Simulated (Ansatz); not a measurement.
ZnH4ClO2F: geometry relaxation (part 1 of 2)

System: ZnH4ClO2F.
Method: RKS B3LYP-D4/def2-SVP (Ansatz 0.2.0).

It belongs to a series of runs on one base structure; here: end point B relaxed.

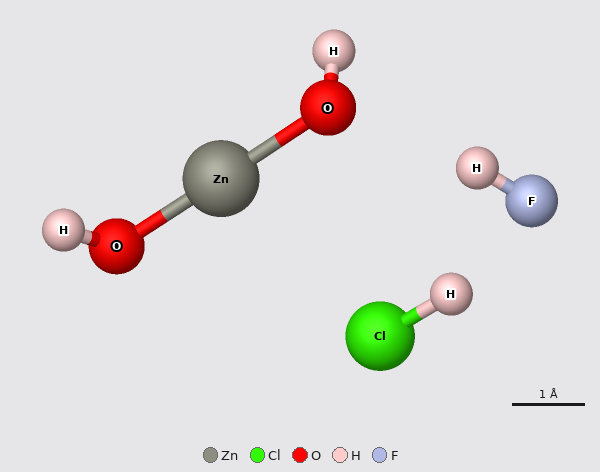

Figure 1. The input geometry (ball-and-stick view, seen at a tilt). Sticks mark near contacts. Bond lengths as drawn: Cl–H 1.31 Å, F–H 0.92 Å, H–O 0.97 Å and O–Zn 1.77 to 1.85 Å.

### Input file
```yaml
crystal:
  periodic: [false, false, false]
  atoms:
    - { symbol: Zn, position_ang: [-1.07228, -0.992558, 0.116676] }
    - { symbol: Cl, position_ang: [2.358509, -0.441121, 0.754751] }
    - { symbol: O, position_ang: [-1.182511, -2.479024, 1.077759] }
    - { symbol: H, position_ang: [0.502185, 2.207849, -0.531303] }
    - { symbol: O, position_ang: [-1.02152, 0.58084, -0.850014] }
    - { symbol: H, position_ang: [2.20928, 0.791599, 0.328753] }
    - { symbol: F, position_ang: [1.308099, 2.624974, -0.407855] }
    - { symbol: H, position_ang: [-2.091343, -2.708437, 1.314432] }
    - { symbol: H, position_ang: [-1.010418, 0.415878, -1.8031] }
basis:
  gaussian: { orbitals: def2-SVP }
hamiltonian:
  xc: b3lyp
  dispersion: d4
relax:
  f_tol: 0.03
  max_steps: 50
output:
  orbitals: {}
```

Command:
```bash
ansatz run input.yaml --threads 2 --pin off --max-ram 3072MiB --backend cpu --events-out ev --progress --plain --runs-dir out
```

### Log
```
The last accepted step is kept in [file] (removed where the run ends without a failure and the disk answers)
Engine: ansatz 0.2.0, x86_64-unknown-linux-gnu
Functional definition: B3LYP
  parameter a0 = 0.2
  parameter ax = 0.72
  parameter ac = 0.81
  exchange = (1 - a0 - ax)*slater_x + ax*b88_x + a0*exact_x
  correlation = (1 - ac)*vwn_rpa_c + ac*lyp_c
1130 factors; integrals over basis functions are off by at most 3.4e-4 eV
mean field evaluation 1: about -67791.9225 eV, gradient 8.8e1 eV
mean field evaluation 2: about -67740.1029 eV, gradient 1.8e2 eV
mean field evaluation 4: about -67804.6380 eV, gradient 1.4e1 eV
mean field evaluation 8: about -67805.0120 eV, gradient 2.5e-1 eV
mean field evaluation 16: about -67805.0122 eV, gradient 1.1e-5 eV
mean field -67805.01221218 eV, -2491.7882389096 hartree, gradient 1.3e-5 eV, S^2 0.000000; 0 other end points of the search recorded, 0 dependent functions left out
the calculation of the forces begins
reference -67805.01248624 eV, -2491.7882489812 hartree; 38, 38 occupied and 73, 73 virtual orbitals, 1130 factors
relax step   1: F+E_penalty+E_count = -67805.20962329 eV  Δ(F+E_penalty+E_count) = +0.000e0 eV  max|allowed force component| = 1.306e0 eV/Å  Δτ_max = 0.0000 Å  (29 SCF iters, accepted)
these checks for a lower state are left out or cut short: starts, cluster_reference, orbital_swaps, neighbouring_geometries, increment
1130 factors; integrals over basis functions are off by at most 5.9e-4 eV
mean field -67805.30059605 eV, -2491.7988368214 hartree, gradient 2.5e-5 eV, S^2 0.000000; 0 other end points of the search recorded, 0 dependent functions left out
[... from here on the field's lines of each further geometry are left out, up to the last ...]
relax step   2: F+E_penalty+E_count = -67805.51998020 eV  Δ(F+E_penalty+E_count) = -3.104e-1 eV  max|allowed force component| = 7.751e-1 eV/Å  Δτ_max = 0.1949 Å  (31 SCF iters, accepted)
relax step   3: F+E_penalty+E_count = -67805.74988953 eV  Δ(F+E_penalty+E_count) = -2.299e-1 eV  max|allowed force component| = 8.672e-1 eV/Å  Δτ_max = 0.1949 Å  (32 SCF iters, accepted)
relax step   4: F+E_penalty+E_count = -67805.89992426 eV  Δ(F+E_penalty+E_count) = -1.500e-1 eV  max|allowed force component| = 1.257e0 eV/Å  Δτ_max = 0.1950 Å  (31 SCF iters, accepted)
relax step   5: F+E_penalty+E_count = -67806.00010073 eV  Δ(F+E_penalty+E_count) = -1.002e-1 eV  max|allowed force component| = 5.988e-1 eV/Å  Δτ_max = 0.1920 Å  (31 SCF iters, accepted)
relax step   6: F+E_penalty+E_count = -67806.07262363 eV  Δ(F+E_penalty+E_count) = -7.252e-2 eV  max|allowed force component| = 4.737e-1 eV/Å  Δτ_max = 0.1246 Å  (32 SCF iters, accepted)
relax step   7: F+E_penalty+E_count = -67806.16309230 eV  Δ(F+E_penalty+E_count) = -9.047e-2 eV  max|allowed force component| = 6.531e-1 eV/Å  Δτ_max = 0.1572 Å  (30 SCF iters, accepted)
relax step   8: F+E_penalty+E_count = -67806.34516898 eV  Δ(F+E_penalty+E_count) = -1.821e-1 eV  max|allowed force component| = 1.497e0 eV/Å  Δτ_max = 0.1935 Å  (36 SCF iters, accepted)
relax step   9: F+E_penalty+E_count = -67806.54679582 eV  Δ(F+E_penalty+E_count) = -2.016e-1 eV  max|allowed force component| = 2.954e0 eV/Å  Δτ_max = 0.1929 Å  (36 SCF iters, accepted)
relax step  10: F+E_penalty+E_count = -67806.86886671 eV  Δ(F+E_penalty+E_count) = -3.221e-1 eV  max|allowed force component| = 1.144e0 eV/Å  Δτ_max = 0.1860 Å  (31 SCF iters, accepted)
relax step  11: F+E_penalty+E_count = -67806.77880764 eV  Δ(F+E_penalty+E_count) = +9.006e-2 eV  max|allowed force component| = 1.820e0 eV/Å  Δτ_max = 0.1967 Å  (31 SCF iters, rejected (line search))
relax step  12: F+E_penalty+E_count = -67806.96905289 eV  Δ(F+E_penalty+E_count) = -1.002e-1 eV  max|allowed force component| = 3.983e-1 eV/Å  Δτ_max = 0.0981 Å  (30 SCF iters, accepted)
relax step  13: F+E_penalty+E_count = -67806.98800542 eV  Δ(F+E_penalty+E_count) = -1.895e-2 eV  max|allowed force component| = 2.671e-1 eV/Å  Δτ_max = 0.1000 Å  (31 SCF iters, accepted)
relax step  14: F+E_penalty+E_count = -67806.98779696 eV  Δ(F+E_penalty+E_count) = +2.085e-4 eV  max|allowed force component| = 2.287e-1 eV/Å  Δτ_max = 0.0829 Å  (30 SCF iters, rejected (line search))
relax step  15: F+E_penalty+E_count = -67806.99415965 eV  Δ(F+E_penalty+E_count) = -6.154e-3 eV  max|allowed force component| = 1.057e-1 eV/Å  Δτ_max = 0.0414 Å  (31 SCF iters, accepted)
relax step  16: F+E_penalty+E_count = -67806.99554089 eV  Δ(F+E_penalty+E_count) = -1.381e-3 eV  max|allowed force component| = 1.204e-1 eV/Å  Δτ_max = 0.0343 Å  (31 SCF iters, accepted)
the calculation of the forces begins
reference -67806.74441456 eV, -2491.8518961729 hartree; 38, 38 occupied and 73, 73 virtual orbitals, 1136 factors
relax step  17: F+E_penalty+E_count = -67806.99649066 eV  Δ(F+E_penalty+E_count) = -9.498e-4 eV  max|allowed force component| = 1.170e-2 eV/Å  Δτ_max = 0.0306 Å  (31 SCF iters, accepted)
```

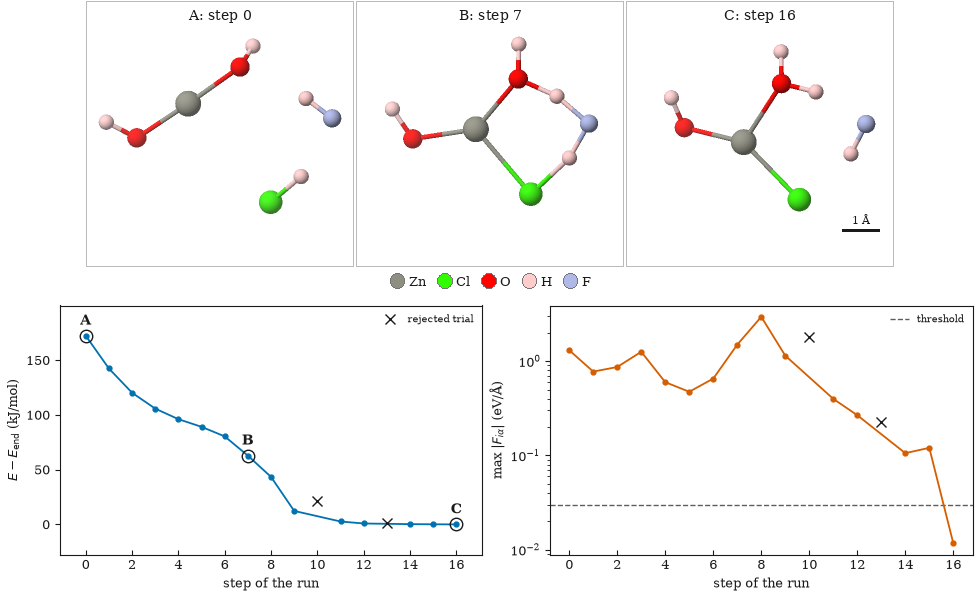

Figure 2. Frames of the relaxation (ball-and-stick view, seen at a tilt) above the curves, on which the letters mark them (the first geometry is step 0 here and step 1 in the log).

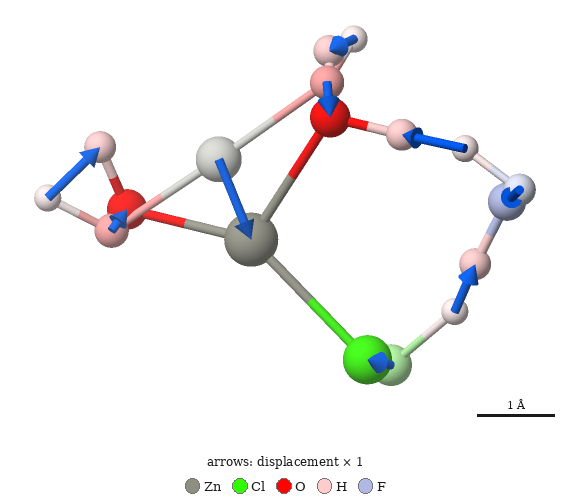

Figure 3. Start (faint) and end (solid) with the displacements as blue arrows, at true length (ball-and-stick view, seen at a tilt). The two geometries are laid on each other by the best rigid fit. The atom that moves furthest after the best rigid fit is Zn1 (1.14 Å). By element the largest moves are Zn 1.14 Å, H 1.04 Å, F 0.70 Å, O 0.50 Å, Cl 0.48 Å. Among the contacts that change: Zn1–Cl2 3.533 → 2.209 Å, H4–O5 2.252 → 0.991 Å, H6–F7 2.172 → 0.962 Å, H4–F7 0.916 → 1.643 Å. New bonds form: H4–O5 (2.25 → 0.99 Å), H6–F7 (2.17 → 0.96 Å), Zn1–Cl2 (3.53 → 2.21 Å). Bonds break: Cl2–H6 (1.31 → 2.00 Å), H4–F7 (0.92 → 1.64 Å). Among the angles that change: O3–Zn1–O5 177.6° → 115.0°, Zn1–O5–H9 111.8° → 121.5°. The energy falls by 172.4 kJ/mol in 16 geometry steps. Largest force component: 1.3 eV/Å at the start, 0.012 eV/Å at the end. The line search rejected the trial steps at points 10, 13 (counted from 0) and went back. (Atoms are counted from 1 in the order of the input.)

```
1136 factors; integrals over basis functions are off by at most 1.0e-3 eV
mean field -67806.74416686 eV, -2491.8518870701 hartree, gradient 1.8e-5 eV, S^2 0.000000; 1 other end points of the search recorded, 0 dependent functions left out
the calculation of the forces begins
reference -67806.74441456 eV, -2491.8518961729 hartree; 38, 38 occupied and 73, 73 virtual orbitals, 1136 factors
Total energy: -67806.99673836 eV, -2491.8611689014 hartree
Atom 0 at    -0.048286    -0.985767     0.647243 Å, force     0.007115     0.009752     0.011704 eV/Å
Atom 1 at     1.982641    -0.265726     1.134161 Å, force     0.000705    -0.002424     0.002178 eV/Å
Atom 2 at    -1.200954    -2.361616     0.780093 Å, force    -0.007294    -0.008226    -0.004358 eV/Å
Atom 3 at    -0.008155     1.280480    -0.664321 Å, force    -0.003024    -0.002295     0.003475 eV/Å
Atom 4 at    -0.725724     0.620505    -0.488114 Å, force     0.002025     0.001368    -0.008795 eV/Å
Atom 5 at     1.852271     1.340414    -0.042458 Å, force    -0.002570     0.000064    -0.006617 eV/Å
Atom 6 at     1.475166     1.985983    -0.647834 Å, force     0.003549     0.001716    -0.000069 eV/Å
Atom 7 at    -2.112246    -2.101630     0.592778 Å, force     0.000923    -0.002402    -0.001113 eV/Å
Atom 8 at    -1.214713     0.487357    -1.311449 Å, force    -0.001429     0.002447     0.003594 eV/Å
Dipole moment:    -0.523574     0.399383    -0.537229 e Å
```

### Trajectory as extended XYZ (Å, eV, eV/Å), 17 frames, from step=1 to step=17
```
9
Properties=species:S:1:pos:R:3:forces:R:3 step=1 energy=-67805.20962
Zn   -1.0723   -0.9926    0.1167    0.2289   0.8751  -0.4748
Cl    2.3585   -0.4411    0.7548   -0.2629   0.4480  -0.2095
O    -1.1825   -2.4790    1.0778   -0.0030   0.0090  -0.0059
H     0.5022    2.2078   -0.5313   -1.3063  -0.8718  -0.2222
O    -1.0215    0.5808   -0.8500    0.3393  -0.4399   0.5902
H     2.2093    0.7916    0.3288   -0.0502  -0.2764   0.0798
F     1.3081    2.6250   -0.4079    1.0358   0.2700   0.2324
H    -2.0913   -2.7084    1.3144    0.0044  -0.0059   0.0049
H    -1.0104    0.4159   -1.8031    0.0139  -0.0081   0.0052
9
Properties=species:S:1:pos:R:3:forces:R:3 step=2 energy=-67805.51998
Zn   -0.9640   -0.9346    0.1364    0.3228   0.3880  -0.0361
Cl    2.2182   -0.4082    0.7085   -0.1480   0.0841  -0.0500
O    -1.1546   -2.4402    1.0647   -0.0538   0.0780  -0.0628
H     0.4182    2.0454   -0.5554   -0.7240  -0.7751  -0.1260
O    -0.8399    0.6304   -0.7996    0.0827  -0.1925  -0.5030
H     2.1555    0.8336    0.3054   -0.2265  -0.0129  -0.0555
F     1.2380    2.4575   -0.3813    0.5154   0.1579   0.1458
H    -2.0748   -2.6522    1.2778    0.0744   0.0379  -0.0274
H    -0.9965    0.4682   -1.7564    0.1570   0.2346   0.7150
9
Properties=species:S:1:pos:R:3:forces:R:3 step=3 energy=-67805.74989
Zn   -0.8689   -0.8717    0.1464    0.3778  -0.1012   0.3868
Cl    2.1393   -0.3929    0.6927   -0.1226  -0.2083   0.0574
O    -1.1189   -2.3917    1.0491   -0.0061   0.2009  -0.1517
H     0.3622    1.8594   -0.5719   -0.4071  -0.5834  -0.0608
O    -0.7088    0.6826   -0.7793    0.0941   0.0476   0.6807
H     2.0411    0.8397    0.2726   -0.2688   0.2491  -0.1423
F     1.1619    2.3384   -0.3687    0.4568   0.2048   0.1319
H    -2.0449   -2.5942    1.2429    0.0445   0.0526  -0.0347
H    -0.9630    0.5304   -1.6838   -0.1685   0.1380  -0.8672
9
Properties=species:S:1:pos:R:3:forces:R:3 step=4 energy=-67805.89992
Zn   -0.7495   -0.8245    0.1852    0.3749  -0.3021   0.4208
Cl    2.0025   -0.4008    0.6816   -0.0932  -0.4422   0.1554
O    -1.0529   -2.3530    1.0513   -0.0856   0.0954  -0.0677
H     0.3708    1.7311   -0.5609   -0.2713  -0.1326  -0.1202
O    -0.6518    0.7223   -0.7602   -0.6517  -0.2000  -1.2574
H     1.8515    0.8226    0.2303   -0.1251   0.5121  -0.1706
F     1.1645    2.2654   -0.3482    0.4149   0.0240   0.1444
H    -1.9876   -2.5450    1.2140    0.0823   0.0505  -0.0417
H    -0.9477    0.5820   -1.6930    0.3549   0.3947   0.9371
9
Properties=species:S:1:pos:R:3:forces:R:3 step=5 energy=-67806.00010
Zn   -0.6340   -0.7871    0.2043    0.1308  -0.1539   0.1867
Cl    1.8178   -0.4406    0.7151    0.2911  -0.4122   0.2562
O    -0.9583   -2.3089    1.0649   -0.2516  -0.1251   0.0501
H     0.3761    1.6665   -0.5975   -0.2231   0.0517  -0.0715
O    -0.6715    0.7600   -0.7777   -0.2051   0.0749  -0.2014
H     1.7403    0.7994    0.2378   -0.0399   0.5988  -0.1791
F     1.2074    2.1734   -0.3386    0.2457  -0.1934   0.0718
H    -1.8982   -2.5098    1.1761    0.0835  -0.0046  -0.0272
H    -0.9795    0.6471   -1.6844   -0.0315   0.1638  -0.0856
```
